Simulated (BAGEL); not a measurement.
# GeH4O2 (SMILES [OH][GeH2][OH]) at B3LYP/6-31G(d) (density fitting with qzvpp-jkfit, spherical functions)

Aim: the energy change on altering one bond length of GeH4O2 at B3LYP/6-31G* (density fitting with qzvpp-jkfit, spherical functions), from 2 runs. 

The calculation is run with BAGEL 1.2.2.

5 further runs of the same task are left out: 4 that didn't finish, 1 set aside as unsound or not needed. Runs told in other sessions of the task aren't counted.

### Step 1. The structure to begin with

GeH4O2 has 7 atoms, charge 0, and is taken as a singlet. SMILES: `[OH][GeH2][OH]`. The coordinates come from a PBE0-D4/def2-TZVP relaxation. This is one conformer, not always the lowest.

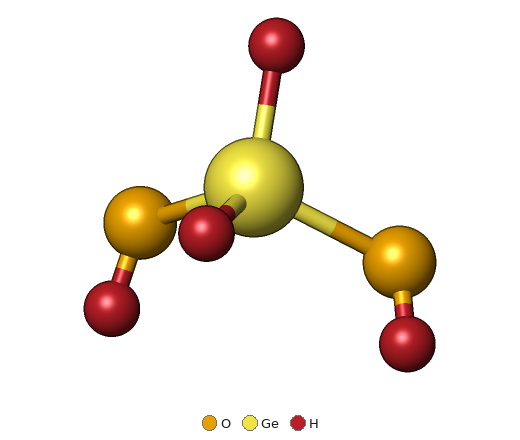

Viewed from a chosen angle; oxygen amber, germanium yellow, hydrogen red.

### Step 2. The energy at B3LYP/6-31G(d) (density fitting with qzvpp-jkfit, spherical functions)

Input file calc.json:

```json
{ "bagel" : [

{
  "title" : "molecule",
  "basis" : "6-31gs.json",
  "df_basis" : "qzvpp-jkfit",
  "angstrom" : true,
  "geometry" : [
    { "atom" : "O", "xyz" : [   -1.491300,   -0.416000,   -0.173900 ] },
    { "atom" : "Ge", "xyz" : [    0.023500,    0.377000,    0.305300 ] },
    { "atom" : "O", "xyz" : [    1.347400,   -0.798900,    0.400600 ] },
    { "atom" : "H", "xyz" : [   -1.634900,   -0.418700,   -1.122100 ] },
    { "atom" : "H", "xyz" : [    0.363400,    1.460500,   -0.739100 ] },
    { "atom" : "H", "xyz" : [   -0.172500,    0.863100,    1.737300 ] },
    { "atom" : "H", "xyz" : [    1.625600,   -1.135200,   -0.453800 ] }
  ]
},
{ "title" : "ks", "xc_func" : "b3lyp" },
{ "title" : "print", "file" : "orbitals.molden", "orbitals" : true }

]}
```

The basis set 6-31G* is read from a file made from the Basis Set Exchange's data (not shown).

Started as:

```bash
$ BAGEL_NUM_THREADS=1 BAGEL calc.json > calc.out
```

The program printed:

```text
* using 1 threads per process

  ===============================================================
  ===============================================================

  *** Geometry ***

  { "atom" : "O", "xyz" : [     -2.818149,     -0.786126,     -0.328623 ] },
  { "atom" : "Ge", "xyz" : [      0.044409,      0.712427,      0.576933 ] },
  { "atom" : "O", "xyz" : [      2.546217,     -1.509702,      0.757024 ] },
  { "atom" : "H", "xyz" : [     -3.089513,     -0.791228,     -2.120462 ] },
  { "atom" : "H", "xyz" : [      0.686726,      2.759945,     -1.396697 ] },
  { "atom" : "H", "xyz" : [     -0.325978,      1.631023,      3.283021 ] },
  { "atom" : "H", "xyz" : [      3.071939,     -2.145217,     -0.857558 ] },

  Number of auxiliary basis functions:      492

  Since a DF basis is specified, we compute 2- and 3-index integrals:
    o Being stored without compression. Storage requirement is 0.018 GB

  Number of basis functions:       68
  Number of electrons      :       52

    * METHOD: MOLECULE                             0.21

  *** Kohn-Sham DFT ***

    * Removing 11443 points whose weight is below 1.00e-10
    * Grid points: 92899

  === Nuclear Repulsion ===
   219.6794995946

       - DIIS with orbital gradients will be used.

  === KS iteration (b3lyp / 6-31gs.json) ===
      0      -2137.26125995          0.15028062           0.27
      1      -1943.82522730          0.25868047           0.24
      2      -2129.09791762          0.12298839           0.24
      3      -2128.81239040          0.25279937           0.24
      4      -2134.98187835          0.23004406           0.24
      5      -2135.28573742          0.22659692           0.24
      6      -2135.96587974          0.22593172           0.23
      7      -2130.67219161          0.25590794           0.24
      8      -2135.83923357          0.17323412           0.25
      9      -2223.81659947          0.09155310           0.24
     10      -2165.70508456          0.26438284           0.24
     11      -2194.86920552          0.37551756           0.25
     12      -2208.93946616          0.32937666           0.24
     13      -2225.90240246          0.15012813           0.25
     14      -2216.27162111          0.14837967           0.25
     15      -2222.53826445          0.10714295           0.25
     16      -2229.53080651          0.01765369           0.25
     17      -2229.57465335          0.01271603           0.24
     18      -2229.59284413          0.01014148           0.25
     19      -2229.61867415          0.00512101           0.25
     20      -2229.62815287          0.00056054           0.25
     21      -2229.62825039          0.00009011           0.25
     22      -2229.62825276          0.00001317           0.24
     23      -2229.62825282          0.00000378           0.24
     24      -2229.62825282          0.00000050           0.24
     25      -2229.62825282          0.00000024           0.24
     26      -2229.62825282          0.00000015           0.24
     27      -2229.62825282          0.00000003           0.23
     28      -2229.62825282          0.00000001           0.24
     29      -2229.62825282          0.00000000           0.24
    * SCF iteration converged.

    * Permanent dipole moment:
           (   -0.136043,    -0.366515,     1.033722) a.u.

    * METHOD: KS                                   7.63

    * METHOD: PRINT                                0.01

  ===============================================================
```

Wall time 8.1 s (1 thread of Arm Neoverse V2, shared host); peak memory 0.35 GiB.

### Step 3. The distorted shape, same level

Input file job.json:

```json
{ "bagel" : [

{
  "title" : "molecule",
  "basis" : "6-31gs.json",
  "df_basis" : "qzvpp-jkfit",
  "angstrom" : true,
  "geometry" : [
    { "atom" : "O", "xyz" : [   -1.376424,   -0.413840,    0.584632 ] },
    { "atom" : "Ge", "xyz" : [    0.138376,    0.379160,    1.063832 ] },
    { "atom" : "O", "xyz" : [    1.462276,   -0.796740,    1.159132 ] },
    { "atom" : "H", "xyz" : [   -1.634900,   -0.418700,   -1.122100 ] },
    { "atom" : "H", "xyz" : [    0.478276,    1.462660,    0.019432 ] },
    { "atom" : "H", "xyz" : [   -0.057624,    0.865260,    2.495832 ] },
    { "atom" : "H", "xyz" : [    1.740476,   -1.133040,    0.304732 ] }
  ]
},
{
  "title" : "ks",
  "xc_func" : "b3lyp"
},
{
  "title" : "print",
  "file" : "orbitals.molden",
  "orbitals" : true
}

]}
```

The basis set 6-31G* is read from a file made from the Basis Set Exchange's data (not shown).

Started as:

```bash
$ BAGEL_NUM_THREADS=1 BAGEL job.json > job.out
```

The program printed:

```text
* using 1 threads per process

  ===============================================================
  ===============================================================

  *** Geometry ***

  { "atom" : "O", "xyz" : [     -2.601064,     -0.782044,      1.104794 ] },
  { "atom" : "Ge", "xyz" : [      0.261493,      0.716509,      2.010351 ] },
  { "atom" : "O", "xyz" : [      2.763301,     -1.505620,      2.190442 ] },
  { "atom" : "H", "xyz" : [     -3.089513,     -0.791228,     -2.120462 ] },
  { "atom" : "H", "xyz" : [      0.903811,      2.764027,      0.036721 ] },
  { "atom" : "H", "xyz" : [     -0.108894,      1.635104,      4.716439 ] },
  { "atom" : "H", "xyz" : [      3.289023,     -2.141135,      0.575860 ] },

  Number of auxiliary basis functions:      492

  Since a DF basis is specified, we compute 2- and 3-index integrals:
    o Being stored without compression. Storage requirement is 0.018 GB

  Number of basis functions:       68
  Number of electrons      :       52

    * METHOD: MOLECULE                             0.21

  *** Kohn-Sham DFT ***

    * Removing 10731 points whose weight is below 1.00e-10
    * Grid points: 93611

  === Nuclear Repulsion ===
   216.0148536879

       - DIIS with orbital gradients will be used.

  === KS iteration (b3lyp / 6-31gs.json) ===
      0      -2136.59310406          0.13321560           0.26
      1      -1943.42013328          0.26483285           0.24
      2      -2130.07338219          0.12258623           0.24
      3      -2127.91559373          0.26761770           0.24
      4      -2135.17033106          0.23262686           0.24
      5      -2136.14826612          0.22742679           0.24
      6      -2137.12378631          0.22498044           0.24
      7      -2132.37745788          0.25194187           0.24
      8      -2136.71642905          0.17244971           0.24
      9      -2223.57847058          0.09394783           0.24
     10      -2166.48373240          0.28347816           0.24
     11      -2182.19763846          0.39102733           0.24
     12      -2203.43936835          0.36998294           0.24
     13      -2224.20062383          0.16982308           0.25
     14      -2213.12197208          0.15704084           0.24
     15      -2221.40100893          0.11614066           0.24
     16      -2229.40101564          0.01797277           0.24
     17      -2229.29146297          0.02468391           0.24
     18      -2229.42497841          0.01437220           0.25
     19      -2229.46181414          0.00991086           0.24
     20      -2229.49176585          0.00221374           0.24
     21      -2229.49332410          0.00051484           0.24
     22      -2229.49341929          0.00011585           0.24
     23      -2229.49342326          0.00002748           0.25
     24      -2229.49342349          0.00000832           0.24
     25      -2229.49342352          0.00000183           0.24
     26      -2229.49342352          0.00000064           0.24
     27      -2229.49342352          0.00000076           0.24
     28      -2229.49342352          0.00000022           0.24
     29      -2229.49342352          0.00000010           0.25
     30      -2229.49342352          0.00000007           0.24
     31      -2229.49342352          0.00000002           0.24
     32      -2229.49342352          0.00000001           0.24
    * SCF iteration converged.

    * Permanent dipole moment:
           (   -0.147664,    -0.377958,     1.034629) a.u.

    * METHOD: KS                                   8.31

    * METHOD: PRINT                                0.01

  ===============================================================
```

It took 8.7 s on 1 thread of Arm Neoverse V2, shared host; peak memory 0.35 GiB.

### Step 4. Summary of results

At B3LYP/6-31G* (density fitting with qzvpp-jkfit, spherical functions):

| quantity | value |
| --- | --- |
| first shape: total energy | -2229.62825 Eh |
| first shape: dipole moment | 2.81 D |
| first shape: HOMO energy | -8.09 eV |
| first shape: LUMO energy | 0.40 eV |
| first shape: HOMO–LUMO gap | 8.49 eV |
| distorted shape: total energy | -2229.49342 Eh |
| distorted shape: dipole moment | 2.82 D |
| distorted shape: HOMO energy | -7.97 eV |
| distorted shape: LUMO energy | -3.82 eV |
| distorted shape: HOMO–LUMO gap | 4.15 eV |
| energy change with the O1–H4 bond stretched from 0.959 to 1.726 Å | 3.669 eV |

**Reading.** With the O1–H4 bond stretched from 0.959 to 1.726 Å the energy rises by 3.67 eV (85 kcal/mol). The first shape isn't relaxed at this level, so the change isn't measured from a minimum. A restricted reference can't describe the breaking bond well at this length.
